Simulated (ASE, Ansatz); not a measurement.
**Forces and charges in generalised stacking fault on (110) of a LiCl-LiBr solid solution (56 atoms)**

What does DFT give for generalised stacking fault on (110) of a LiCl-LiBr solid solution (56 atoms) as built?

Calculated with Ansatz 0.2.0; Kohn-Sham DFT, PBE, PAW (set soft_2), plane waves.

## 1. The starting structure

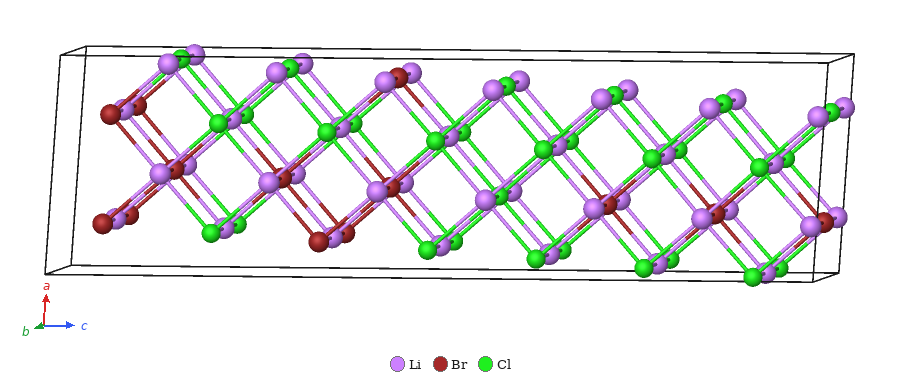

Start, viewed from the side, with the c axis across the page; lithium purple, bromine red, chlorine green. Some periodic images of atoms are drawn too.

The cell holds 56 atoms: 28 Li, 10 Br and 18 Cl. Cell: a = 7.448 Å, b = 5.266 Å, c = 26.333 Å, α = 90.0°, β = 85.9°, γ = 90.0°. It derives from LiCl and LiBr. Rock-salt LiCl lattice (a = 5.2663 Å, the value set for the mixture), cell with z along [110], 2 x 1 x 7 periods; the third cell vector is tilted by 0.500 of 1/2[1-10] and lengthened by 0.2 Å, so the cell holds one fault; displaced by a Gaussian of 0.01 Å; 10 of 28 Cl sites given to Br at random (lattice constant by Vegard's rule between LiCl and LiBr).

Before any run, some limits are plain. The cell is under 6 Å thick along one periodic direction, so every atom has periodic images of itself close by, which move with it and show among its neighbours and in g(r). The host structure and its lattice constant were typed by rule, without a check against the phase diagram.

## 2. Plane-wave single point

One self-consistent run at the given positions yields energy and forces.

input.yaml

```yaml
crystal:
  lattice:
    - [7.44767, 0.0, 0.0]
    - [0.0, 5.2663, 0.0]
    - [1.86192, 0.0, 26.26686]
  atoms:
    - { symbol: Li, position: [0.75379, 0.00218, 0.992] }
    - { symbol: Br, position: [0.73215, 0.0014, 0.07085] }
    - { symbol: Li, position: [0.965, 0.99891, 0.14148] }
    - { symbol: Cl, position: [0.69578, 0.00223, 0.21221] }
    - { symbol: Li, position: [0.93014, 0.00101, 0.28303] }
    - { symbol: Cl, position: [0.66066, 0.00063, 0.35393] }
    - { symbol: Li, position: [0.89233, 0.00064, 0.42515] }
    - { symbol: Cl, position: [0.62593, 0.00185, 0.49638] }
    - { symbol: Li, position: [0.86032, 0.00041, 0.56668] }
    - { symbol: Cl, position: [0.5917, 0.00094, 0.63754] }
    - { symbol: Li, position: [0.82422, 0.00077, 0.70841] }
    - { symbol: Cl, position: [0.5553, 0.99799, 0.77951] }
    - { symbol: Li, position: [0.7868, 0.9998, 0.85007] }
    - { symbol: Cl, position: [0.51973, 0.00101, 0.92026] }
    - { symbol: Li, position: [0.25362, 0.00418, 0.99257] }
    - { symbol: Br, position: [0.23323, 0.00428, 0.07067] }
    - { symbol: Li, position: [0.46356, 0.00107, 0.14098] }
    - { symbol: Cl, position: [0.19521, 0.00244, 0.2126] }
    - { symbol: Li, position: [0.42839, 0.00086, 0.28323] }
    - { symbol: Br, position: [0.16048, 0.99656, 0.35332] }
    - { symbol: Li, position: [0.39246, 0.00205, 0.42486] }
    - { symbol: Cl, position: [0.12766, 0.99816, 0.49573] }
    - { symbol: Li, position: [0.35869, 0.00032, 0.5666] }
    - { symbol: Cl, position: [0.09274, 0.00087, 0.63782] }
    - { symbol: Li, position: [0.32416, 0.99943, 0.70851] }
    - { symbol: Cl, position: [0.05528, 0.99911, 0.77891] }
    - { symbol: Li, position: [0.28332, 0.99848, 0.84995] }
    - { symbol: Cl, position: [0.01942, 0.99613, 0.92143] }
    - { symbol: Li, position: [0.23523, 0.5052, 0.07052] }
    - { symbol: Cl, position: [0.96757, 0.4995, 0.14101] }
    - { symbol: Li, position: [0.19738, 0.5011, 0.2122] }
    - { symbol: Cl, position: [0.92924, 0.50118, 0.28328] }
    - { symbol: Li, position: [0.16023, 0.49792, 0.35374] }
    - { symbol: Br, position: [0.89106, 0.49807, 0.42484] }
    - { symbol: Li, position: [0.128, 0.49838, 0.49532] }
    - { symbol: Cl, position: [0.85802, 0.49676, 0.56652] }
    - { symbol: Li, position: [0.09385, 0.49957, 0.63784] }
    - { symbol: Cl, position: [0.82153, 0.50368, 0.70815] }
    - { symbol: Li, position: [0.05526, 0.50033, 0.77933] }
    - { symbol: Cl, position: [0.78832, 0.49983, 0.85063] }
    - { symbol: Li, position: [0.01809, 0.50126, 0.92124] }
    - { symbol: Cl, position: [0.75362, 0.50093, 0.99157] }
    - { symbol: Li, position: [0.73344, 0.50282, 0.07082] }
    - { symbol: Br, position: [0.46375, 0.50002, 0.14193] }
    - { symbol: Li, position: [0.69694, 0.49862, 0.21185] }
    - { symbol: Br, position: [0.42948, 0.50284, 0.28276] }
    - { symbol: Li, position: [0.66265, 0.49897, 0.3542] }
    - { symbol: Br, position: [0.39192, 0.50279, 0.42484] }
    - { symbol: Li, position: [0.62669, 0.49823, 0.49621] }
    - { symbol: Cl, position: [0.35699, 0.49874, 0.56729] }
    - { symbol: Li, position: [0.59057, 0.49871, 0.6377] }
    - { symbol: Br, position: [0.3227, 0.49958, 0.70849] }
    - { symbol: Li, position: [0.555, 0.50001, 0.77954] }
    - { symbol: Br, position: [0.28522, 0.50152, 0.85002] }
    - { symbol: Li, position: [0.51869, 0.49745, 0.92088] }
    - { symbol: Br, position: [0.25107, 0.50399, 0.99235] }
kpoints:
  mp_grid: { grid: [2, 3, 1] }
hamiltonian:
  xc: pbe
scf:
  occupations: { method: gaussian, width: 0.025 }
output:
  forces: true
  stress: true
  populations: true
  dos:
    method: { smearing: { sigma: 0.08 } }
    de: 0.1
    projected: { site_lists: { Br: [Br], Cl: [Cl], Li: [Li] } }
  eigenvalues: true
  write_density: true
  write_potential: true
  volumetric_format: npy
```

On the command line:

```sh
> ansatz run input.yaml --threads 8 --pin off --max-ram 15872MiB --backend cpu --events-out ev --progress --plain --runs-dir out
```

Numbers of over 12 decimals in the logs are rounded to 6 here.

What it wrote:

```text
Engine: ansatz 0.2.0, aarch64-unknown-linux-gnu
Pseudopotentials: kind: paw
Pseudopotential: Li, paw, valence charge 3, recommended cutoff 420 eV (normal), Li.paw.azcp
Pseudopotential: Br, paw, valence charge 7, recommended cutoff 420 eV (normal), Br.paw.azcp
Pseudopotential: Cl, paw, valence charge 7, recommended cutoff 420 eV (normal), Cl.paw.azcp
[... 5 lines on functional and potentials left out ...]
Crystal: 56 atoms, lattice volume = 1030.230 Å³
Basis set: ecut = 420 eV, 20201 PW (Γ), exchange–correlation on 100×72×360 points (8 copies of the dense FFT grid, shifted against one another)
Bands: 196, of which v1, the nominal top of the filled ones, is band 140 counted from 1 (139 counted from 0)
Symmetry: 1 space group operations
Space group: P1 (ITA 1), of the structure as read, at distance tolerance 1.0e-4 Å
k-points: 4 of 6 (time reversal used)
[... 7 lines on functional and potentials left out ...]
Initial density: superposition of atomic densities (neutral atoms: chi_scale 0, normalization atom), corrected by the library's trained network
Initial wavefunctions: pseudopotential atomic-orbital guess
Functional: x = pbe(κ = 0.804, μ = 0.219515), c = pbe(β = 0.066725)
SCF iter   1: F=—  HF=-53087.930043 eV  |F-HF|=—  |Δ(HF+E_count)|=         —  Δρ=3.89e-4  dr2=7.34e-3  ethr=1.77e-3  ⟨swp⟩=8.2  Hψ=3720  notcnv=0  defer=131
preconditioner: auto → Resta (q_TF=auto, 2.196 Å⁻¹)  ε∞=2.9  [insulator: Δε(μ)=5.256 eV  Ē_g=12.514 eV  σ=0.025 eV  W_gap=1.00  n_scr=186 (ndim 8)  ℏωp=17.3 eV  f_vac=0.002  D(μ)=0.00/eV (n_scr^D=0)  ε∞_Penn≈2.9]
SCF iter   2: F=—  HF=-53087.925843 eV  |F-HF|=—  |Δ(HF+E_count)|=   4.20e-3  Δρ=2.49e-4  dr2=2.67e-3  ethr=2.62e-6  ⟨swp⟩=3.5  Hψ=1720  notcnv=0  defer=182
SCF iter   3: F=—  HF=-53087.924942 eV  |F-HF|=—  |Δ(HF+E_count)|=   9.01e-4  Δρ=1.12e-4  dr2=3.42e-4  ethr=9.54e-7  ⟨swp⟩=2.0  Hψ=953  notcnv=0  defer=182
SCF iter   4: F=—  HF=-53087.924868 eV  |F-HF|=—  |Δ(HF+E_count)|=   7.41e-5  Δρ=5.17e-5  dr2=6.99e-5  ethr=1.22e-7  ⟨swp⟩=2.0  Hψ=808  notcnv=0  defer=182
SCF iter   5: F=—  HF=-53087.924260 eV  |F-HF|=—  |Δ(HF+E_count)|=   6.09e-4  Δρ=1.36e-5  dr2=4.47e-6  ethr=2.50e-8  ⟨swp⟩=2.0  Hψ=1292  notcnv=0  defer=196
SCF iter   6: F=—  HF=-53087.924260 eV  |F-HF|=—  |Δ(HF+E_count)|=   2.74e-8  Δρ=4.22e-6  dr2=3.90e-7  ethr=1.60e-9  ⟨swp⟩=2.0  Hψ=921  notcnv=0  defer=196
SCF iter   7: F=-53087.924260 eV  HF=-53087.924260 eV  |F-HF|=2.14e-8  |Δ(HF+E_count)|=   7.86e-8  Δρ=1.27e-6  dr2=3.65e-8  ethr=3.57e-11  ⟨swp⟩=28.8  Hψ=8402  notcnv=0
SCF 1 converged in 7 iterations: F = -53087.924260 eV  dr2 = 3.65e-8
  greatest PAW one-centre occupation: 1.000 electrons in one spin orbital (limit 2), on the Li atom at site 14 (counted from 0), in its partial waves of l = 0
SCF converged after 7 iterations
Free energy (F): -53087.924260 eV
Harris-Foulkes:  -53087.924260 eV  (|F-HF|=2.14e-8)
Internal energy: -53087.924260 eV  (E = F + TS)
E sigma→0 (E₀):  -53087.924260 eV
Fermi energy:    4.827254 eV
--- Per-component energies (eV) ---
  E_band       = -2898.075771
  E_kinetic    = 4873.528284
  E_local      = -9225.742944  (includes V_loc(G=0)·N_el)
  E_nonlocal   = 289.389539
  E_hartree    = 2617.740399
  E_xc         = -4899.456188
  E_vxc        = -3652.556323  (∫ρ·V_xc dr)
  E_paw        = -34923.576835  (= ΣΔE_a)
  E_vpaw       = -418.179373  (= ΣTr[D̂ρ^β])
  E_aug_tail   = 0.002047  (compensation charges beyond the density's cutoff)
  E_ewald      = -11819.808562
  E_smearing   = -0.000000  (= −TS)
  E_closure    = -0.000000  (closes the sum)
  Σ components = -53087.924260   (vs F -53087.924260, Δ=0.00e0)
--- Forces (eV/Å), atoms counted from 1 ---
  atom   1  Li     0.01280284     0.00041650    -2.41327727
  atom   2  Br     0.03376357    -0.01337885     2.31097814
  atom   3  Li     0.00113016     0.00753553     0.17848750
  atom   4  Cl     0.08290466    -0.01449636     0.02133063
  atom   5  Li    -0.14667429    -0.00044459    -0.14462937
  atom   6  Cl     0.02474174     0.00774831    -0.00770002
  atom   7  Li    -0.11903926    -0.01884051     0.11117323
  atom   8  Cl    -0.00410332    -0.02836594     0.02937160
  atom   9  Li    -0.01303345     0.00018373     0.01331860
  atom  10  Cl     0.02690943    -0.01293522    -0.02071653
  atom  11  Li    -0.01285163    -0.00487346    -0.01214797
  atom  12  Cl     0.05878335     0.03284844    -0.00317892
  atom  13  Li    -0.00788354    -0.00187499     0.00721309
  atom  14  Cl     0.05917421     0.01015031     0.16064215
[...]
atom  55  Li     0.23946537     0.00753689     0.07315072
  atom  56  Br     0.00161717    -0.03444482    -2.68409028
  max |Σ_I F_I| component: 1.54e-4 eV/Å
--- Stress (GPa, compression-positive) ---
        0.654738      -0.003777       0.006979
       -0.003777       0.788119       0.001643
        0.006979       0.001643       2.799533
  P = ⅓ Tr σ = 1.4141 GPa (14.141 kbar)
--- Band table (eV) ---
  k-point 0: bands = ["-42.1334", "-42.1251", "-42.1217", "-42.1180", [... 180 levels ...], "10.9393", "11.1725", "11.2089", "11.2138", "11.2516", "11.2675", "11.3040", "11.3610", "11.4219", "11.4657", "11.4804", "11.5054"]
[...]
--- Löwdin populations: 56 sites ---
  site symbol       q [e]
     0     Li      2.3224
     1     Br      7.5623
     2     Li      2.3400
[...]
55     Br      7.5617
  spilling = 0.006227 (of n_electrons = 280.000000)
```

It took 24 s on 8 threads of Arm Neoverse V2, shared host; peak memory 3.1 GiB.

Numbers from this run:

```yaml
free_energy: -53087.9243 eV
free_energy_per_atom: -947.9986 eV/atom
scf_cycles: 7
pressure: 1.414 GPa
r_m_s_force_component: 0.5037 eV/Å
longest_force: 2.684 eV/Å
fermi_energy: 4.827 eV
spacing_of_highest_filled_and_lowest_empty_level: 5.327 eV
spilling_of_the_projection: 0.006227
```

Neighbours are counted within 3.06 Å (Li-Cl), 3.02 Å (Li-Br).

Length of the force by element and coordination:

| element | coordination | atoms | mean length of the force (eV/Å) | spread | least | most |
| --- | --- | --- | --- | --- | --- | --- |
| Br | all | 10 | 0.824 | 1.14 | 0.0235 | 2.68 |
| Br | 5 | 3 | 2.56 | 0.174 | 2.31 | 2.68 |
| Br | 6 | 7 | 0.0814 | 0.0393 | 0.0235 | 0.157 |
| Cl | all | 18 | 0.150 | 0.327 | 0.027 | 1.49 |
| Cl | 5 | 1 | 1.49 | 0 | 1.49 | 1.49 |
| Cl | 6 | 17 | 0.0714 | 0.0358 | 0.027 | 0.172 |
| Li | all | 28 | 0.449 | 0.729 | 0.0108 | 2.59 |
| Li | 5 | 4 | 2.13 | 0.610 | 1.08 | 2.59 |
| Li | 6 | 24 | 0.168 | 0.0927 | 0.0108 | 0.277 |

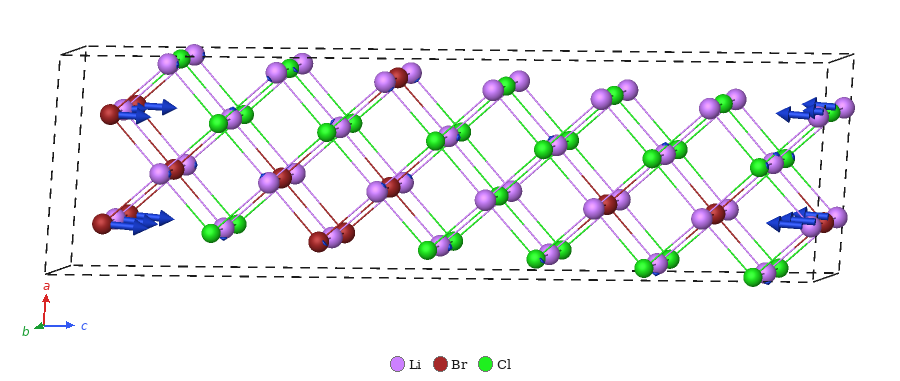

Forces as arrows; the longest in the cell is 2.68 eV/Å. Some periodic images of atoms are drawn too.

Löwdin charges by element and coordination (they lack the spilled electrons, 0.031 e an atom on average):

| element | coordination | atoms | mean charge (e) | spread | least | most |
| --- | --- | --- | --- | --- | --- | --- |
| Br | all | 10 | -0.549 | 0.0096 | -0.566 | -0.539 |
| Br | 5 | 3 | -0.563 | 0.0019 | -0.566 | -0.562 |
| Br | 6 | 7 | -0.543 | 0.002 | -0.546 | -0.539 |
| Cl | all | 18 | -0.629 | 0.0043 | -0.645 | -0.625 |
| Cl | 5 | 1 | -0.645 | 0 | -0.645 | -0.645 |
| Cl | 6 | 17 | -0.628 | 0.0019 | -0.632 | -0.625 |
| Li | all | 28 | 0.663 | 0.0141 | 0.628 | 0.686 |
| Li | 5 | 4 | 0.662 | 0.0119 | 0.645 | 0.678 |
| Li | 6 | 24 | 0.663 | 0.0144 | 0.628 | 0.686 |

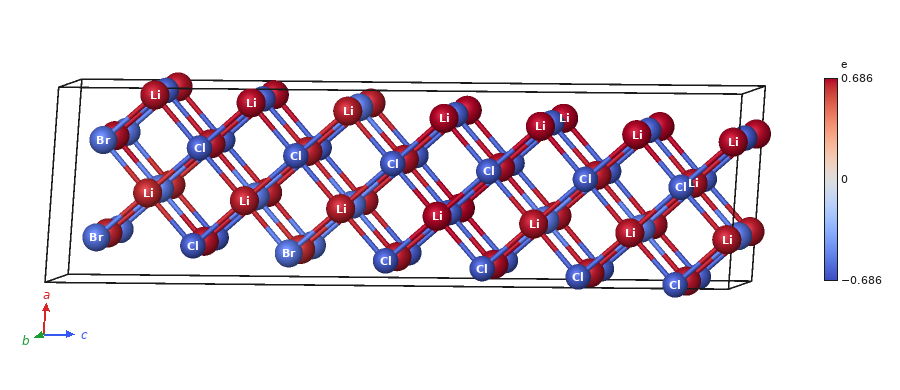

Atoms coloured by Löwdin charge. Some periodic images of atoms are drawn too.

States in the cell by windows of 1 eV, zero at the Fermi level; the larger projections on atomic orbitals stand beside the total:

| from (eV) | to (eV) | total | Cl p | Br p | Li s |
| --- | --- | --- | --- | --- | --- |
| -10 | -7 | 0.0 | 0.0 | 0.0 | 0.0 |
| -7 | -6 | 0.2 | 0.1 | 0.1 | 0.0 |
| -6 | -5 | 46.7 | 26.9 | 15.4 | 3.6 |
| -5 | -4 | 53.4 | 37.0 | 13.9 | 1.4 |
| -4 | -3 | 63.7 | 38.5 | 24.3 | 0.2 |
| -3 | -2 | 4.1 | 0.8 | 3.2 | 0.0 |
| -2 | 2 | 0.0 | 0.0 | 0.0 | 0.0 |
| 2 | 3 | 0.4 | 0.0 | 0.0 | 0.2 |
| 3 | 4 | 13.1 | 0.4 | 0.3 | 4.6 |
| 4 | 5 | 34.9 | 0.8 | 0.5 | 12.5 |

The curve was stored every 0.100 eV, coarse against its broadening of 0.08 eV, so these counts are rough.

Between -26 and -10 eV lie 56 more states.

About 56 of the 280 electrons lie in deeper levels, below the stored range.

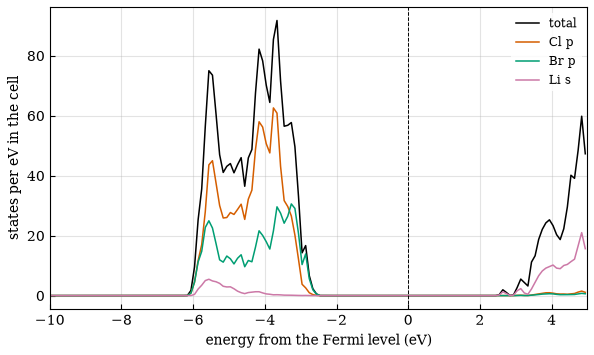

Total and projected density of states, with the broadening of the input.

The levels nearest the highest filled one (over half full), pooled over k-points and spins:

| level less the highest filled one (eV) | occupation |
| --- | --- |
| -0.235 | 2 |
| -0.208 | 2 |
| -0.194 | 2 |
| -0.182 | 2 |
| -0.162 | 2 |
| 0 | 2 |
| 5.33 | 0 |
| 5.73 | 0 |
| 5.80 | 0 |
| 5.87 | 0 |
| 6.09 | 0 |
| 6.12 | 0 |

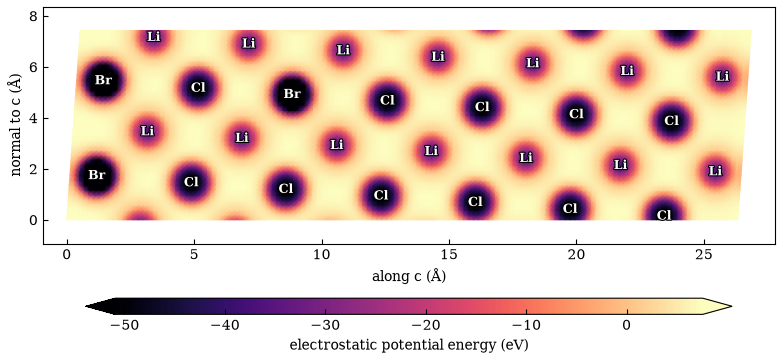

Electrostatic potential energy in the ca plane at fractional y = 0.000, with atoms of Li and Br and Cl within 0.2 Å of it. With pseudopotentials it is smooth inside the atoms' cores, unlike the true potential. The map starts off the cell's origin, so that atoms lie inside it.

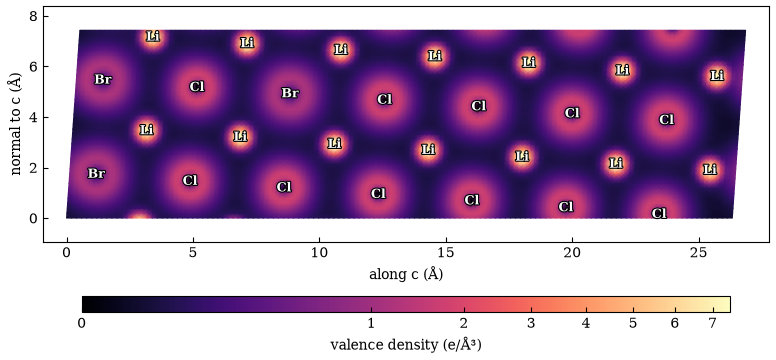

Valence density in the ca plane at fractional y = 0.000, with atoms of Li and Br and Cl within 0.2 Å of it. It is the smooth field of the valence electrons, not physical close to the nuclei. The map starts off the cell's origin, so that atoms lie inside it. The colour scale is stretched toward low values.

Mean Löwdin charges: Br -0.55, Cl -0.63, Li +0.66 e (they miss 0.62 % of the electrons, so they add up to more than the cell's charge).

(Continued in part 2 of 2.)

[Logs are printed without paths, hosts, clocks, repeated set-up lines and the standing remarks that a program may print on its own settings, such as how far it seeks lower states.]

[Hosts, paths, dates, database ids (printed as entryN), source tags and the programs' standing remarks are cut or masked in the printed files.]
